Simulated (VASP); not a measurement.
**Mo: the relaxed cell at several levels**

Which functional gives the lattice of Mo as experiment finds it, and is a dearer one worth its cost? The levels: PBE, LDA, r2SCAN and PBE + D3(BJ). The start is a cell from a database of measured crystal structures.

Method: PBE; plane waves and PAW (Mo_sv), in the first sound run; inputs show where later runs differ, in VASP 6.6.1.

**What experiment says.**

“Anisotropic Resistivity Size Effect in Epitaxial Mo(001) and Mo(011) Layers” (2023, pmc:10052566) quotes from earlier work for Mo, body-centred cubic (bulk Mo, literature value): lattice constant a (cubic lattice constant, literature experiment) 3.147 Å [literature experimental value used as input for the DFT calculation; temperature not …].

### 1. Starting point

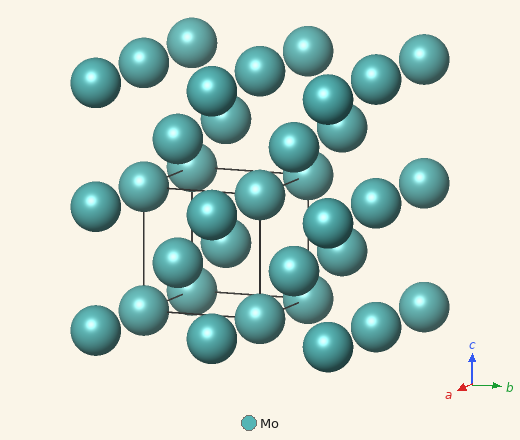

The starting structure, seen slightly off an axis (molybdenum teal). 2×2×2 cells are drawn. This picture shows the conventional cell, with its axes. Some periodic images of atoms are drawn too.

Structure file:

```xyz
1
Lattice="-1.5734 1.5734 1.5734 1.5734 -1.5734 1.5734 1.5734 1.5734 -1.5734" Properties=species:S:1:pos:R:3 pbc="T T T"
Mo    0.0000    0.0000    0.0000
```

### 2. Relaxation with PBE

The start need not lie at this functional's minimum. ISIF = 3 frees volume, shape and positions, and EDIFFG sets the threshold on forces and stress at which the search stops. PBE, the usual starting point, adds the gradient of the density.

INCAR reads:

```
SYSTEM = Mo
PREC = Accurate
ENCUT = 520
EDIFF = 1E-06
NELM = 100
ISMEAR = -1
SIGMA = 0.05
LREAL = .FALSE.
ALGO = Normal
GGA = PE
NBANDS = 13
LASPH = .TRUE.
LORBIT = 11
LWAVE = .FALSE.
LCHARG = .FALSE.
KPAR = 2
IBRION = 2
NSW = 60
ISIF = 3
EDIFFG = -0.01
```

POSCAR reads:

```
Mo
1.0
   -1.5734150000      1.5734150000      1.5734150000
    1.5734150000     -1.5734150000      1.5734150000
    1.5734150000      1.5734150000     -1.5734150000
Mo
1
Direct
    0.0000000000      0.0000000000      0.0000000000
```

KPOINTS reads:

```
Automatic mesh
0
Gamma
10 10 10
0 0 0
```

PAW data sets: Mo_sv (PBE family, release 64).

On the command line:

```
$ mpirun -np 2 vasp_std
```

The log of the run:

```text
[banner, memory and clock lines left out]
running    2 mpi-ranks, on    1 nodes
 distrk:  each k-point on    1 cores,    2 groups
 distr:  one band on    1 cores,    1 groups

 POSCAR found type information on POSCAR Mo
 POSCAR found :  1 types and       1 ions
 LDA part: xc-table for (Slater+PW92), standard interpolation
 POSCAR, INCAR and KPOINTS ok, starting setup
 FFT: planning ... GRIDC
 FFT: planning ... GRID_SOFT
 FFT: planning ... GRID
 WAVECAR not read
 entering main loop
       N       E                     dE             d eps       ncg     rms          rms(c)
DAV:   1     0.927474282557E+02    0.92747E+02   -0.81112E+03  1222   0.110E+03
DAV:   2    -0.104525623369E+02   -0.10320E+03   -0.99181E+02  1417   0.311E+02
DAV:   3    -0.115772821181E+02   -0.11247E+01   -0.11224E+01  1377   0.327E+01
DAV:   4    -0.115797829639E+02   -0.25008E-02   -0.25008E-02  1372   0.189E+00
DAV:   5    -0.115797996548E+02   -0.16691E-04   -0.16691E-04  1357   0.136E-01    0.148E+01
DAV:   6    -0.109950403618E+02    0.58476E+00   -0.72405E-01  1262   0.105E+01    0.400E+00
DAV:   7    -0.109235150438E+02    0.71525E-01   -0.12842E-01  1322   0.421E+00    0.881E-01
DAV:   8    -0.109203360411E+02    0.31790E-02   -0.41170E-03  1262   0.823E-01    0.148E-01
DAV:   9    -0.109203859081E+02   -0.49867E-04   -0.11726E-04  1372   0.138E-01    0.650E-02
DAV:  10    -0.109203905995E+02   -0.46914E-05   -0.14561E-05  1297   0.465E-02    0.181E-03
DAV:  11    -0.109203907781E+02   -0.17856E-06   -0.11308E-07   726   0.415E-03
   1 F= -.10920391E+02 E0= -.10916248E+02  d E =-.109204E+02
 curvature:   0.00 expect dE= 0.000E+00 dE for cont linesearch  0.000E+00
 trial: gam= 0.00000 g(F)=  0.372E-62 g(S)=  0.178E-01 ort = 0.000E+00 (trialstep = 0.100E+01)
 search vector abs. value=  0.178E-01
 bond charge predicted
       N       E                     dE             d eps       ncg     rms          rms(c)
DAV:   1    -0.113647493473E+02   -0.44436E+00   -0.95123E+00  1237   0.409E+01    0.604E+00
DAV:   2    -0.109280049495E+02    0.43674E+00   -0.73737E-01  1222   0.104E+01    0.132E+00
DAV:   3    -0.109034337767E+02    0.24571E-01   -0.88191E-02  1277   0.360E+00    0.753E-01
DAV:   4    -0.109063657023E+02   -0.29319E-02   -0.19939E-03  1262   0.474E-01    0.100E-01
DAV:   5    -0.109064631162E+02   -0.97414E-04   -0.24751E-04  1332   0.189E-01    0.949E-03
DAV:   6    -0.109064646069E+02   -0.14907E-05   -0.27129E-06  1236   0.193E-02    0.299E-03
DAV:   7    -0.109064652638E+02   -0.65684E-06   -0.43220E-08   646   0.219E-03
   2 F= -.10906465E+02 E0= -.10901495E+02  d E =0.139255E-01
 trial-energy change:    0.013926  1 .order    0.013426   -0.017839    0.044690
 step:   0.2757(harm=  0.2853)  dis= 0.00000  next Energy=   -10.922839 (dE=-0.245E-02)
 bond charge predicted
       N       E                     dE             d eps       ncg     rms          rms(c)
DAV:   1    -0.111637919456E+02   -0.25733E+00   -0.48550E+00  1237   0.288E+01    0.553E+00
DAV:   2    -0.109350276050E+02    0.22876E+00   -0.34377E-01  1227   0.742E+00    0.844E-01
DAV:   3    -0.109211466993E+02    0.13881E-01   -0.42506E-02  1277   0.252E+00    0.858E-01
DAV:   4    -0.109227432062E+02   -0.15965E-02   -0.12203E-03  1288   0.376E-01    0.103E-01
DAV:   5    -0.109227970890E+02   -0.53883E-04   -0.63439E-05  1352   0.919E-02    0.109E-02
DAV:   6    -0.109227942137E+02    0.28753E-05   -0.12195E-06   964   0.137E-02    0.855E-04
DAV:   7    -0.109227942818E+02   -0.68192E-07   -0.47397E-08   626   0.249E-03
   3 F= -.10922794E+02 E0= -.10918405E+02  d E =-.240350E-02
 curvature:  -0.14 expect dE=-0.288E-06 dE for cont linesearch -0.288E-06
 trial: gam= 0.00000 g(F)=  0.586E-63 g(S)=  0.202E-05 ort =-0.190E-03 (trialstep = 0.855E+00)
 search vector abs. value=  0.202E-05
 reached required accuracy - stopping structural energy minimisation
```

The job ended after 6.6 s (2 MPI ranks of AMD EPYC 9R45, shared host; peak memory 0.22 GiB).

Lines that name or quote the potential files are left out of all logs, and their timing lines are given in words.

From OUTCAR (step 2):

```text
ion  position               nearest neighbor table
   1  0.000  0.000  0.000-

  LATTYP: Found a body centered cubic cell.
 ALAT       =     3.1468300000

 Subroutine GETGRP returns: Found 48 space group operations
 (whereof 48 operations were pure point group operations)

The static configuration has the point symmetry O_h .

 Found     47 irreducible k-points:

   k-points           NKPTS =     47   k-points in BZ     NKDIM =     47   number of bands    NBANDS=     13

   dimension x,y,z NGX =    20 NGY =   20 NGZ =   20
   dimension x,y,z NGXF=    40 NGYF=   40 NGZF=   40

   ENCUT  =  520.0 eV  38.22 Ry    6.18 a.u.   5.07  5.07  5.07*2*pi/ulx,y,z

   NELECT =      14.0000    total number of electrons

 k-points in reciprocal lattice and weights: Automatic mesh
   0.00000000  0.00000000  0.00000000       0.001
   0.10000000  0.00000000  0.00000000       0.012
   0.20000000  0.00000000  0.00000000       0.012
   0.30000000  0.00000000  0.00000000       0.012
   0.40000000  0.00000000  0.00000000       0.012
   0.50000000  0.00000000  0.00000000       0.006
   0.10000000  0.10000000  0.00000000       0.024
   0.20000000  0.10000000  0.00000000       0.048
   0.30000000  0.10000000  0.00000000       0.048
[...]
0.50000000  0.50000000  0.40000000       0.012
   0.50000000  0.50000000  0.50000000       0.001

 average (electrostatic) potential at core
       1 -69.3512

 E-fermi :  12.5331

 k-point     1 :       0.0000    0.0000    0.0000
  band No.  band energies     occupation
    ...
      4     -22.1259      2.00000
      5       5.2219      2.00000
      6      11.0902      2.00000
      7      11.0902      2.00000
      8      11.0902      2.00000
      9      14.0772      0.00000
     10      14.0772      0.00000
     11      27.2369      0.00000
     12      27.2369      0.00000
     13      27.2369      0.00000

 k-point     2 :       0.1000    0.0000    0.0000
  band No.  band energies     occupation
    ...
      4     -22.1269      2.00000
      5       5.6497      2.00000
      6      10.8530      2.00000
      7      11.0399      2.00000
      8      11.4970      2.00000
      9      13.7644      0.00000
     10      14.0866      0.00000
     11      27.5292      0.00000
     12      27.9642      0.00000
     13      28.0146      0.00000

 k-point     3 :       0.2000    0.0000    0.0000
  band No.  band energies     occupation
    ...
      3     -22.2790      2.00000
      4     -22.1296      2.00000
      5       6.6962      2.00000
      6      10.2889      2.00000
      7      10.8439      2.00000
      8      12.6611      0.14374
      9      13.4809      0.00000
     10      14.1570      0.00000
     11      27.6654      0.00000
     12      28.9200      0.00000
    ...

  Total       -0.0037369     -0.0037369     -0.0037369     -0.0000000      0.0000000     -0.0000000
  in kB       -0.3789286     -0.3789286     -0.3789286     -0.0000000      0.0000000     -0.0000000
  external PRESSURE =      -0.3789286 kB  Pullay stress =       0.0000000 kB

  energy-cutoff  :      520.00
  volume of cell :       15.80
      direct lattice vectors                 reciprocal lattice vectors
    -1.580762441  1.580762441  1.580762441     0.000000000  0.316303062  0.316303062
     1.580762441 -1.580762441  1.580762441     0.316303062  0.000000000  0.316303062
     1.580762441  1.580762441 -1.580762441     0.316303062  0.316303062  0.000000000

 POSITION                                       TOTAL-FORCE (eV/Angst)
 -----------------------------------------------------------------------------------
     -0.00000      0.00000      0.00000         0.000000      0.000000     -0.000000
 -----------------------------------------------------------------------------------
    total drift:                                0.000000     -0.000000      0.000000

  FREE ENERGIE OF THE ION-ELECTRON SYSTEM (eV)
  ---------------------------------------------------
  free  energy   TOTEN  =       -10.9227942818 eV

  energy  without entropy=      -10.9140163969  energy(sigma->0) =      -10.91840534

 reached required accuracy - stopping structural energy minimisation

 total charge
# of ion       s       p       d       tot
------------------------------------------
    1        2.376   6.197   3.910  12.483

[... 3 further parts left out ...]
```

The k-mesh is coarse for a metal. The run keeps the 48 symmetry operations of its start, so it cannot find a distortion of lower symmetry.

The steps of the relaxation:

| step | energy less that of the first step (eV) | largest force (eV/Å) | pressure (GPa) | volume (Å³) |
| --- | --- | --- | --- | --- |
| 1 | 0.0000 | 0.0000 | 3.61 | 15.58 |
| 2 | 0.0139 | 0.0000 | -8.60 | 16.39 |
| 3 | -0.0024 | 0.0000 | -0.04 | 15.80 |

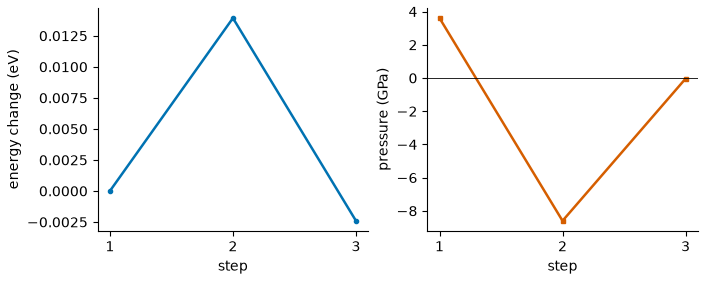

Energy and pressure along the relaxation.

| conventional cell, symmetrised | before | after | change |
| --- | --- | --- | --- |
| a (Å) | 3.147 | 3.162 | +0.5 % |
| b (Å) | 3.147 | 3.162 | +0.5 % |
| c (Å) | 3.147 | 3.162 | +0.5 % |
| volume (Å³/atom) | 15.58 | 15.80 | +1.4 % |

The relaxed structure:

```
Mo
1.0
    -1.58076    1.58076    1.58076
     1.58076   -1.58076    1.58076
     1.58076    1.58076   -1.58076
Mo
1
Direct
  0.00000 0.00000 0.00000
```

Numbers from this step:

```
electrons                       : 14
bands                           : 13
irreducible k-points            : 47
symmetry operations             : 48
free energy (TOTEN)             : -10.92 eV
energy at zero smearing         : -10.92 eV
Fermi energy                    : 12.53 eV
pressure                        : -0.03789 GPa
metallic                        : yes
SCF cycles over all ionic steps : 25
```

It ends with forces that vanish by symmetry and a pressure of -0.04 GPa. The volume lies +1.4 % from that of the database's start. The conventional cell has a = 3.162 Å.

### 3. Relaxation with LDA

This step: LDA; plane waves and PAW (Mo_sv) (VASP 6.6.1).

LDA, the lowest rung, knows the local density alone.

INCAR, as its differences from that of step 2:

```diff
@@ -9,3 +9,3 @@
 ALGO = Normal
-GGA = PE
+GGA = CA
 NBANDS = 13
```

POSCAR is that of step 2.

KPOINTS is that of step 2.

On the command line:

```
$ mpirun -np 2 vasp_std
```

The log of the run:

```text
[banner, memory and clock lines left out]
running    2 mpi-ranks, on    1 nodes
 distrk:  each k-point on    1 cores,    2 groups
 distr:  one band on    1 cores,    1 groups

 POSCAR found type information on POSCAR Mo
 POSCAR found :  1 types and       1 ions
|                                                                             |
|               ----> ADVICE to this user running VASP <----                  |
|                                                                             |
|     You enforced a specific xc type in the INCAR file but a different       |
|     [... a line on the potential file left out ...]
|     I HOPE YOU KNOW WHAT YOU ARE DOING!                                     |
|                                                                             |

 LDA part: xc-table for (Slater(with rela. corr.)+CA(PZ))
 , standard interpolation
 POSCAR, INCAR and KPOINTS ok, starting setup
 FFT: planning ... GRIDC
 FFT: planning ... GRID_SOFT
 FFT: planning ... GRID
 WAVECAR not read
 entering main loop
       N       E                     dE             d eps       ncg     rms          rms(c)
DAV:   1     0.909924287675E+02    0.90992E+02   -0.80891E+03  1222   0.110E+03
DAV:   2    -0.118817474819E+02   -0.10287E+03   -0.98846E+02  1422   0.310E+02
DAV:   3    -0.129998136170E+02   -0.11181E+01   -0.11158E+01  1377   0.325E+01
DAV:   4    -0.130022016035E+02   -0.23880E-02   -0.23880E-02  1372   0.184E+00
DAV:   5    -0.130022170916E+02   -0.15488E-04   -0.15487E-04  1357   0.130E-01    0.167E+01
DAV:   6    -0.122659775988E+02    0.73624E+00   -0.87495E-01  1252   0.113E+01    0.419E+00
DAV:   7    -0.121746328429E+02    0.91345E-01   -0.13617E-01  1337   0.419E+00    0.933E-01
DAV:   8    -0.121682436038E+02    0.63892E-02   -0.46321E-03  1252   0.866E-01    0.181E-01
DAV:   9    -0.121681525490E+02    0.91055E-04   -0.11874E-04  1407   0.128E-01    0.758E-02
DAV:  10    -0.121681563623E+02   -0.38133E-05   -0.96769E-06  1282   0.372E-02    0.271E-03
DAV:  11    -0.121681563743E+02   -0.12021E-07   -0.11455E-07   651   0.395E-03
   1 F= -.12168156E+02 E0= -.12164203E+02  d E =-.121682E+02
 curvature:   0.00 expect dE= 0.000E+00 dE for cont linesearch  0.000E+00
 trial: gam= 0.00000 g(F)=  0.469E-63 g(S)=  0.998E-01 ort = 0.000E+00 (trialstep = 0.100E+01)
 search vector abs. value=  0.998E-01
 bond charge predicted
       N       E                     dE             d eps       ncg     rms          rms(c)
DAV:   1    -0.145840747638E+02   -0.24159E+01   -0.52679E+01  1237   0.954E+01    0.246E+01
DAV:   2    -0.122874566394E+02    0.22966E+01   -0.30664E+00  1227   0.236E+01    0.333E+00
DAV:   3    -0.120488746976E+02    0.23858E+00   -0.59499E-01  1282   0.983E+00    0.432E+00
DAV:   4    -0.120604589630E+02   -0.11584E-01   -0.17882E-02  1277   0.148E+00    0.723E-01
DAV:   5    -0.120609873852E+02   -0.52842E-03   -0.18347E-03  1322   0.527E-01    0.538E-02
DAV:   6    -0.120609804652E+02    0.69200E-05   -0.17754E-05  1267   0.472E-02    0.179E-02
DAV:   7    -0.120609786077E+02    0.18575E-05   -0.15209E-06   953   0.156E-02    0.449E-04
DAV:   8    -0.120609786162E+02   -0.84508E-08   -0.80143E-08   636   0.317E-03
   2 F= -.12060979E+02 E0= -.12058145E+02  d E =0.107178E+00
[...]
3 F= -.12181413E+02 E0= -.12177765E+02  d E =-.132569E-01
 curvature:  -0.12 expect dE=-0.142E-04 dE for cont linesearch -0.142E-04
 ZBRENT: interpolating
 opt :   0.2607  next Energy=   -12.181427 (dE=-0.133E-01)
 bond charge predicted
       N       E                     dE             d eps       ncg     rms          rms(c)
DAV:   1    -0.121815868513E+02   -0.17357E-03   -0.33262E-03  1237   0.768E-01    0.152E-01
DAV:   2    -0.121814388838E+02    0.14797E-03   -0.23121E-04  1232   0.192E-01    0.245E-02
DAV:   3    -0.121814276233E+02    0.11260E-04   -0.33857E-05  1272   0.722E-02    0.230E-02
DAV:   4    -0.121814285331E+02   -0.90978E-06   -0.86176E-07   971   0.993E-03
   4 F= -.12181429E+02 E0= -.12177787E+02  d E =-.132722E-01
 curvature:  -0.11 expect dE=-0.707E-06 dE for cont linesearch -0.707E-06
 trial: gam=-0.00789 g(F)=  0.614E-58 g(S)=  0.631E-05 ort = 0.794E-03 (trialstep = 0.852E+00)
 search vector abs. value=  0.499E-09
 reached required accuracy - stopping structural energy minimisation
```

Run time: 6.6 s. Hardware: 2 MPI ranks; peak memory 0.21 GiB; 12 s of CPU time.

Parts of OUTCAR (step 3):

```text
The static configuration has the point symmetry O_h .

 Found     47 irreducible k-points:

   NELECT =      14.0000    total number of electrons

 E-fermi :  13.0296

 k-point     1 :       0.0000    0.0000    0.0000
  band No.  band energies     occupation
    ...
      4     -21.3584      2.00000
      5       5.5646      2.00000
      6      11.4731      2.00000
      7      11.4731      2.00000
      8      11.4731      2.00000
      9      14.6111      0.00000
     10      14.6111      0.00000
     11      27.8091      0.00000
     12      27.8091      0.00000
     13      27.8091      0.00000

 k-point     2 :       0.1000    0.0000    0.0000
  band No.  band energies     occupation
    ...
      4     -21.3598      2.00000
      5       6.0159      2.00000
      6      11.2179      2.00000
      7      11.4197      2.00000
      8      11.9086      2.00000
      9      14.2704      0.00000
     10      14.6200      0.00000
     11      28.1341      0.00000
     12      28.5804      0.00000
     13      28.6972      0.00000

  Total       -0.0066049     -0.0066049     -0.0066049      0.0000000      0.0000000      0.0000000
  in kB       -0.7009128     -0.7009128     -0.7009128      0.0000000      0.0000000      0.0000000
  external PRESSURE =      -0.7009128 kB  Pullay stress =       0.0000000 kB

  energy-cutoff  :      520.00
  volume of cell :       15.10
      direct lattice vectors                 reciprocal lattice vectors
    -1.556981201  1.556981201  1.556981201     0.000000000  0.321134256  0.321134256
     1.556981201 -1.556981201  1.556981201     0.321134256  0.000000000  0.321134256
     1.556981201  1.556981201 -1.556981201     0.321134256  0.321134256  0.000000000

 POSITION                                       TOTAL-FORCE (eV/Angst)
 -----------------------------------------------------------------------------------
      0.00000      0.00000      3.11396         0.000000      0.000000     -0.000000
 -----------------------------------------------------------------------------------
    total drift:                               -0.000000     -0.000000      0.000000

  FREE ENERGIE OF THE ION-ELECTRON SYSTEM (eV)
  ---------------------------------------------------
  free  energy   TOTEN  =       -12.1814285331 eV

  energy  without entropy=      -12.1741454375  energy(sigma->0) =      -12.17778699

 total charge
# of ion       s       p       d       tot
------------------------------------------
    1        2.396   6.210   4.008  12.614

[... 8 parts as in an earlier step ...]

[... 5 further parts left out ...]
```

The PAW data sets were made with PBE, though LDA sets exist; this is a small mismatch.

Step by step:

| step | energy less that of the first step (eV) | largest force (eV/Å) | pressure (GPa) | volume (Å³) |
| --- | --- | --- | --- | --- |
| 1 | 0.0000 | 0.0000 | -8.54 | 15.58 |
| 2 | 0.1072 | 0.0000 | 31.87 | 13.78 |
| 3 | -0.0133 | 0.0000 | -0.31 | 15.11 |
| 4 | -0.0133 | 0.0000 | -0.07 | 15.10 |

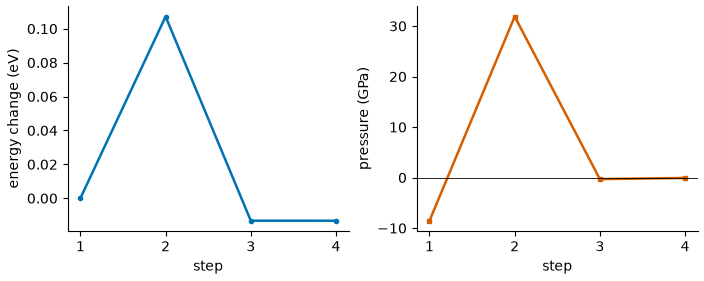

Energy and pressure along the relaxation.

| conventional cell, symmetrised | before | after | change |
| --- | --- | --- | --- |
| a (Å) | 3.147 | 3.114 | -1.0 % |
| b (Å) | 3.147 | 3.114 | -1.0 % |
| c (Å) | 3.147 | 3.114 | -1.0 % |
| volume (Å³/atom) | 15.58 | 15.10 | -3.1 % |

Final coordinates:

```
Mo
1.0
    -1.55698    1.55698    1.55698
     1.55698   -1.55698    1.55698
     1.55698    1.55698   -1.55698
Mo
1
Direct
  0.00000 0.00000 0.00000
```

This step gave:

* free energy (TOTEN): -12.18 eV
* energy at zero smearing: -12.18 eV
* Fermi energy: 13.03 eV
* pressure: -0.07009 GPa
* SCF cycles over all ionic steps: 31

It ends at 15.10 Å³/atom, -3.1 % from the start, with -0.07 GPa left. The conventional cell has a = 3.114 Å.

(Continued in part 2 of 2.)

[Lines on the potential files, build, host, timing and source positions are cut from VASP's logs without a mark.]

[Logs are printed without paths, hosts, clocks, repeated set-up lines and the standing remarks that a program may print on its own settings, such as how far it seeks lower states.]

[Hosts, paths, dates, database ids (printed as entryN), source tags and the programs' standing remarks are cut or masked in the printed files.]

[A measured line is paired with the nearest computed mode of its activity, which favours agreement.]
